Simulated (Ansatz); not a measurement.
# BaNi2P2 (I4/mmm): phonon-mediated transition temperature

What Tc do the phonons of BaNi2P2 (I4/mmm) give, and how does it depend on μ*? The cell shown first is a relaxed one, from steps not shown here.

Program: Ansatz 0.2.0. Level of theory: DFT PBEsol, scalar-relativistic, plane waves, PAW. Results are calculated unless marked as measured.

The experiments to compare with:

For BaNi2P2 (literature value), “Structural, Thermal, Magnetic and Electronic Transport Properties of the LaNi2(Ge1-xPx)2 System” (2011, arxiv:1112.1864) quotes earlier work: superconducting transition temperature (Tc) 3 K.

## (1) The cell after earlier relaxation steps

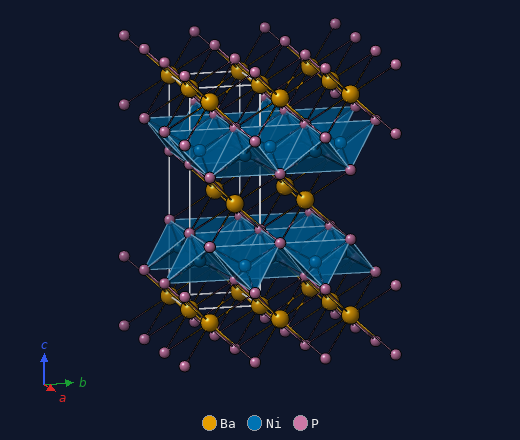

The starting structure, seen slightly off an axis (barium orange, nickel blue, phosphorus pink). 2×2×1 cells are drawn. This picture shows the conventional cell, with its axes. Some periodic images of atoms are drawn too.

## (2) Coupling and resistivity: q 3×3×3, k 9×9×9, scattering 16×16×16

The run that gives the couplings also evaluates McMillan's and Allen and Dynes's formulas and, where asked, the Eliashberg equations, over a range of μ*.

Input file input.yaml:

```yaml
crystal:
  lattice:
    - [-1.9287590259, 1.9287590259, 5.9306970377]
    - [1.9287590259, -1.9287590259, 5.9306970377]
    - [1.9287590259, 1.9287590259, -5.9306970377]
  atoms:
    - { symbol: Ba, position: [0.0, 0.0, 0.0] }
    - { symbol: Ni, position: [0.75, 0.25, 0.5] }
    - { symbol: Ni, position: [0.25, 0.75, 0.5] }
    - { symbol: P, position: [0.6568529505, 0.6568529505, 0.0] }
    - { symbol: P, position: [0.3431470495, 0.3431470495, 0.0] }
kpoints:
  mp_grid: { grid: [9, 9, 9] }
hamiltonian:
  xc: pbesol
scf:
  occupations: { method: methfessel_paxton, width: 0.2 }
output:
  eigenvalues: true
phonons:
  method: dfpt
  qmesh: [3, 3, 3]
  temperatures: { t_max: 1000, t_step: 50 }
  qpath:
    path:
      - [0.0, 0.0, 0.0]
      - [0.0, 0.0, 0.5]
      - [0.25, 0.25, 0.25]
      - [0.0, 0.5, 0.0]
      - [0.0, 0.0, 0.0]
      - [0.5, 0.5, -0.5]
    npoints: 6
  electrical_resistivity:
    mesh: [16, 16, 16]
    temperatures: [20.0, 50.0, 80.0, 100.0, 150.0, 200.0, 273.0, 300.0, 400.0, 500.0, 600.0, 800.0]
  superconductivity: { mesh: [16, 16, 16] }
```

Run with:

```bash
ansatz run input.yaml --threads 16 --pin off --max-ram 61440MiB --backend cuda --events-out ev --progress --plain --runs-dir out
```

Numbers of over 12 decimals in the logs are rounded to 6 here.

Log:

```text
Warning: phonons: the dynamical matrix that this run interpolates holds no multipole term above the dipole-dipole one, and a site of this crystal is no centre of inversion, so its interpolated transverse optical and acoustic branches and sound speeds can stay off near Gamma, and the density of states and the thermodynamics with them. What a run solves at a wave vector of phonons.qpoints, Gamma apart, where the deck admits one, is free of this, and under fd what a larger phonons.supercell samples
Engine: ansatz 0.2.0, aarch64-unknown-linux-gnu
Pseudopotentials: kind: paw
Pseudopotential: Ba, paw, valence charge 10, recommended cutoff 420 eV (normal), Ba.paw.azcp
Pseudopotential: Ni, paw, valence charge 18, recommended cutoff 420 eV (normal), Ni.paw.azcp
Pseudopotential: P, paw, valence charge 5, recommended cutoff 420 eV (normal), P.paw.azcp
Functional definition: PBEsol
  exchange = pbesol_x
  correlation = pbesol_c
[...]
Crystal: 5 atoms, lattice volume = 88.251 Å³
Basis set: ecut = 420 eV, 1719 PW (Γ), exchange–correlation on 90×90×90 points (8 copies of the dense FFT grid, shifted against one another)
Bands: 34, of which v1, the nominal top of the filled ones, is band 28 counted from 1 (27 counted from 0)
Symmetry: 16 space group operations
k-points: 75 of 729
Non-local potential: Ba, projectors of the file, l = 0: 3, l = 1: 2, l = 2: 2, l = 3: 2
Non-local potential: Ni, projectors of the file, l = 0: 3, l = 1: 2, l = 2: 3, l = 3: 1
Non-local potential: P, projectors of the file, l = 0: 2, l = 1: 2, l = 2: 2
PAW form: soft (Blöchl's): semilocal exchange-correlation on the pseudo side does not see the compensation charge
PAW frozen core: Ba, regenerated for the run's functional, and the local potential with it (the file was generated under x = pbe(κ = 0.804, μ = 0.219515), c = pbe(β = 0.066725))
PAW frozen core: Ni, regenerated for the run's functional, and the local potential with it (the file was generated under x = pbe(κ = 0.804, μ = 0.219515), c = pbe(β = 0.066725))
PAW frozen core: P, regenerated for the run's functional, and the local potential with it (the file was generated under x = pbe(κ = 0.804, μ = 0.219515), c = pbe(β = 0.066725))
PAW one-centre angular grid: Ba, 194 points (default); XC on 64 Gauss nodes
PAW one-centre angular grid: Ni, 590 points (default); XC on 64 Gauss nodes
PAW one-centre angular grid: P, 110 points (default); XC on 64 Gauss nodes
Initial density: superposition of atomic densities (neutral atoms: chi_scale 0, normalization atom), corrected by the library's trained network
Initial wavefunctions: pseudopotential atomic-orbital guess
[...]
Functional: x = pbesol(κ = 0.804, μ = 0.123457), c = pbesol(β = 0.046)
SCF iter   1: F=—  HF=-18956.942198 eV  |F-HF|=—  |Δ(HF+E_count)|=         —  Δρ=1.19e-2  dr2=7.07e-2  ethr=1.77e-3  ⟨swp⟩=8.1  Hψ=12289  notcnv=0
preconditioner: auto → Kerker (q_TF=auto, 2.529 Å⁻¹)  [metal: Δε(μ)=0.023 eV  Ē_g=8.040 eV  σ=0.200 eV  W_gap=0.10  n_scr=24 (ndim 8)  ℏωp=24.4 eV  f_vac=0.000  D(μ)=3.51/eV (n_scr^D=32)]
SCF iter   2: F=—  HF=-18956.930095 eV  |F-HF|=—  |Δ(HF+E_count)|=   1.21e-2  S|Δr|=    0.00e0  Δρ=2.65e-3  dr2=5.01e-3  ethr=1.26e-4  ⟨swp⟩=2.0  Hψ=4937  notcnv=0
[...]
SCF iter  11: F=-18956.929070 eV  HF=-18956.929070 eV  |F-HF|=1.09e-11  |Δ(HF+E_count)|=  1.09e-11  S|Δr|=    0.00e0  Δρ=6.95e-8  dr2=6.55e-12  ethr=1.00e-12  ⟨swp⟩=11.6  Hψ=22158  notcnv=0
SCF 1 converged in 11 iterations: F = -18956.929070 eV  dr2 = 6.55e-12
  greatest PAW one-centre occupation: 1.001 electrons in one spin orbital (limit 2), on the Ni atom at site 1 (counted from 0), in its partial waves of l = 1
[...]
iter 1 solved again at ethr=4.50e-7 eV; its pass at ethr=3.10e-3 eV (dr2=2.52e-4 eV) is discarded
SCF iter   1: F=—  HF=-18956.928857 eV  |F-HF|=—  |Δ(HF+E_count)|=         —  Δρ=2.25e-6  dr2=2.23e-9  ethr=4.50e-7  ⟨swp⟩=3.9  Hψ=20126  notcnv=0
[...]
SCF 2 converged in 7 iterations: F = -18956.929070 eV  dr2 = 1.22e-13
[...]
SCF 3 converged in 11 iterations: F = -18956.929070 eV  dr2 = 6.59e-12
[...]
SCF converged after 11 iterations
[...]
Hall coefficient in a weak field at 50 K (a third of the trace): -7.362e-11 m³/C (as a tensor it moves by 12.1 % between the two finest meshes); by each state's relaxation time: -5.823e-11 m³/C; by a constant relaxation time: -5.016e-11 m³/C
  mean free path at 80 K (of a tensor a third of its trace): 24.0 nm by what each carries, 20.9 by the Fermi surface alone
  Hall coefficient in a weak field at 80 K (a third of the trace): -7.632e-11 m³/C (as a tensor it moves by 8.2 % between the two finest meshes); by each state's relaxation time: -5.815e-11 m³/C; by a constant relaxation time: -4.996e-11 m³/C
  mean free path at 100 K (of a tensor a third of its trace): 16.2 nm by what each carries, 14.3 by the Fermi surface alone
  Hall coefficient in a weak field at 100 K (a third of the trace): -7.458e-11 m³/C (as a tensor it moves by 7.4 % between the two finest meshes); by each state's relaxation time: -5.722e-11 m³/C; by a constant relaxation time: -4.972e-11 m³/C
  mean free path at 150 K (of a tensor a third of its trace): 8.74 nm by what each carries, 7.90 by the Fermi surface alone
  Hall coefficient in a weak field at 150 K (a third of the trace): -6.975e-11 m³/C (as a tensor it moves by 7.1 % between the two finest meshes); by each state's relaxation time: -5.440e-11 m³/C; by a constant relaxation time: -4.894e-11 m³/C
  mean free path at 200 K (of a tensor a third of its trace): 5.99 nm by what each carries, 5.45 by the Fermi surface alone
  Hall coefficient in a weak field at 200 K (a third of the trace): -6.649e-11 m³/C (as a tensor it moves by 6.9 % between the two finest meshes); by each state's relaxation time: -5.219e-11 m³/C; by a constant relaxation time: -4.807e-11 m³/C
  mean free path at 273 K (of a tensor a third of its trace): 4.14 nm by what each carries, 3.78 by the Fermi surface alone
  Hall coefficient in a weak field at 273 K (a third of the trace): -6.376e-11 m³/C (as a tensor it moves by 6.5 % between the two finest meshes); by each state's relaxation time: -5.006e-11 m³/C; by a constant relaxation time: -4.677e-11 m³/C
  mean free path at 300 K (of a tensor a third of its trace): 3.72 nm by what each carries, 3.40 by the Fermi surface alone
  Hall coefficient in a weak field at 300 K (a third of the trace): -6.309e-11 m³/C (as a tensor it moves by 6.3 % between the two finest meshes); by each state's relaxation time: -4.947e-11 m³/C; by a constant relaxation time: -4.628e-11 m³/C
  mean free path at 400 K (of a tensor a third of its trace): 2.71 nm by what each carries, 2.48 by the Fermi surface alone
  Hall coefficient in a weak field at 400 K (a third of the trace): -6.126e-11 m³/C (as a tensor it moves by 5.6 % between the two finest meshes); by each state's relaxation time: -4.769e-11 m³/C; by a constant relaxation time: -4.445e-11 m³/C
  mean free path at 500 K (of a tensor a third of its trace): 2.14 nm by what each carries, 1.95 by the Fermi surface alone
  Hall coefficient in a weak field at 500 K (a third of the trace): -6.005e-11 m³/C (as a tensor it moves by 5.0 % between the two finest meshes); by each state's relaxation time: -4.629e-11 m³/C; by a constant relaxation time: -4.265e-11 m³/C
  mean free path at 600 K (of a tensor a third of its trace): 1.77 nm by what each carries, 1.61 by the Fermi surface alone
  Hall coefficient in a weak field at 600 K (a third of the trace): -5.920e-11 m³/C (as a tensor it moves by 4.8 % between the two finest meshes); by each state's relaxation time: -4.515e-11 m³/C; by a constant relaxation time: -4.095e-11 m³/C
  mean free path at 800 K (of a tensor a third of its trace): 1.32 nm by what each carries, 1.19 by the Fermi surface alone
  Hall coefficient in a weak field at 800 K (a third of the trace): -5.830e-11 m³/C (as a tensor it moves by 5.5 % between the two finest meshes); by each state's relaxation time: -4.359e-11 m³/C; by a constant relaxation time: -3.809e-11 m³/C
  the resistivity times a path that all electrons share, by the Fermi surface of the deck's mesh alone (a third of the trace): 1.159e-15 Ω·m²
  not converged in the mesh (λ; λ_tr; the resistivity at 20 K by 10.58 %; the resistivity at 50 K by 13.66 %; the resistivity at 80 K by 13.35 %; the resistivity at 100 K by 13.24 %; the resistivity at 150 K by 12.89 %; the resistivity at 200 K by 12.34 %; the resistivity at 273 K by 11.41 %; the resistivity at 300 K by 11.06 %; the resistivity at 400 K by 9.87 %; the resistivity at 500 K by 8.84 %; the resistivity a [...]
  vibrations of 27 cells: unjudged by the run; compare a larger repeat
  the changes of the potential over all sites missed a rigid shift's by 0.00 % (the site terms' by 0.01 %)
  at the force constants' own smearing the fine mesh and the k-points of their solves give squared frequencies that differ by 4.6 % of the larger at the most, at (0, 0, 0)
--- Superconductivity: potentials and phonons of a 3×3×3 supercell ---
           mesh         λ    ħω_log (meV)  μ* declared at (meV)
       16×16×16    0.6053          15.737               21.339
          8×8×8    0.6282          15.848               21.490
          4×4×4    0.5909          15.974               21.506
  λ by the species' shares of the modes' patterns: Ba 0.1437, Ni 0.2773, P 0.1842
  with the Fermi level up to 42.4 meV (the hardest mode) off, states and modes as they are: density of states 1.7307 to 1.7591 /eV of one spin and cell, λ 0.6007 to 0.6094
  transition temperature on the deck's mesh (K), isotropic and anisotropic, restricted to the Fermi surface (FSR) and over the full bandwidth (FBW), and the last with the density of states resolved in a narrower window:
        μ*   McMillan   Allen–Dynes      iso. FSR      iso. FBW    aniso. FSR    aniso. FBW  narrow window
      0.08      5.229         5.417         4.912         4.916         5.122         5.123          5.127
      0.10      4.288         4.428         3.920         3.923         4.127         4.128          4.131
      0.12      3.431         3.533         3.056         3.059         3.259         3.260          3.261
      0.13      3.036         3.122         2.672         2.676         2.871         2.872          2.873
      0.14      2.665         2.737         2.320         2.324         2.514         2.515          2.516
      0.16      1.997         2.046         1.708         1.712         1.889         1.891          1.891
      0.20      0.970         0.991         0.824         0.828         0.971         0.974          0.972
  isotope coefficients −∂ln Tc/∂ln M under μ* = 0.13, the force constants as they are, of the isotropic transitions restricted to the Fermi surface and over the full bandwidth: Ba 0.092 and 0.092, Ni 0.207 and 0.207, P 0.085 and 0.085
  gaps at the Fermi level over the full bandwidth under μ* = 0.1, 1.032 K: 0.472 to 0.854 meV
  gaps at the Fermi level over the full bandwidth under μ* = 0.13, 0.718 K: 0.310 to 0.603 meV
  gaps at the Fermi level over the full bandwidth under μ* = 0.16, 0.473 K: 0.192 to 0.404 meV
  not converged in the mesh (λ, the transition temperature): between neighbouring meshes, the two finest first, λ moves by 3.78 % and 5.93 % and the anisotropic transition temperature over the full bandwidth at μ* = 0.13 by 14.04 % and 20.31 %; converged means that the two finest part by at most 2.00 % and 5.00 %
  vibrations of 27 cells: unjudged by the run; compare a larger repeat
  the changes of the potential over all sites missed a rigid shift's by 0.00 % (the site terms' by 0.01 %)
  at the force constants' own smearing the fine mesh and the k-points of their solves give squared frequencies that differ by 4.6 % of the larger at the most, at (0, 0, 0)
```

Run time: 1.9 min. Hardware: 1 × NVIDIA GB200 with 16 threads of Arm Neoverse V2, shared host; peak memory 8.3 GiB.

This run has no spin polarisation, although Ni can carry a moment.

Numbers from this step:

* volume per atom: 17.65 Å³
* metallic on mesh: yes
* gap on the k-mesh: 0 eV
* zero-point energy: 0.1821 eV/cell
* share of imaginary modes in the plain interpolation between solved wavevectors: 0
* highest frequency, solved or plainly interpolated: 343.4 cm⁻¹
* mean sound speed: 3.003 km/s
* Debye temperature elastic: 343 K
* Debye temperature (second moment): 415 K
* resistivity at 300 K: 33.23 μΩ cm, mean of the axes
* coupling constant λ: 0.6053
* density of states at the Fermi level: 1.745 states/eV a spin and cell
* log mean phonon energy ħω_log: 15.74 meV
* transport coupling constant λ_tr: 0.6865, 0.6865, 0.639 (xx, yy, zz)
* Drude plasma energy: 5.511, 5.511, 3.844 eV (xx, yy, zz)
* resistivity times mean free path: 8.111, 8.111, 18.53 × 10⁻¹⁶ Ω m² (xx, yy, zz)

Transition temperatures:

```tsv
μ*	McMillan Tc (K)	Allen–Dynes Tc (K)	isotropic Fermi-surface Tc (K)	isotropic full bandwidth Tc (K)	anisotropic Fermi-surface Tc (K)	anisotropic full bandwidth Tc (K)	anisotropic narrow window Tc (K)
0.08	5.23	5.42	4.91	4.92	5.12	5.12	5.13
0.1	4.29	4.43	3.92	3.92	4.13	4.13	4.13
0.12	3.43	3.53	3.06	3.06	3.26	3.26	3.26
0.13	3.04	3.12	2.67	2.68	2.87	2.87	2.87
0.14	2.67	2.74	2.32	2.32	2.51	2.52	2.52
0.16	2	2.05	1.71	1.71	1.89	1.89	1.89
0.2	0.97	0.991	0.824	0.828	0.971	0.974	0.972
```

(Continued in part 2 of 2.)

[Logs are printed without paths, hosts, clocks, repeated set-up lines and the standing remarks that a program may print on its own settings, such as how far it seeks lower states.]

[Hosts, paths, dates, database ids (printed as entryN), source tags and the programs' standing remarks are cut or masked in the printed files.]
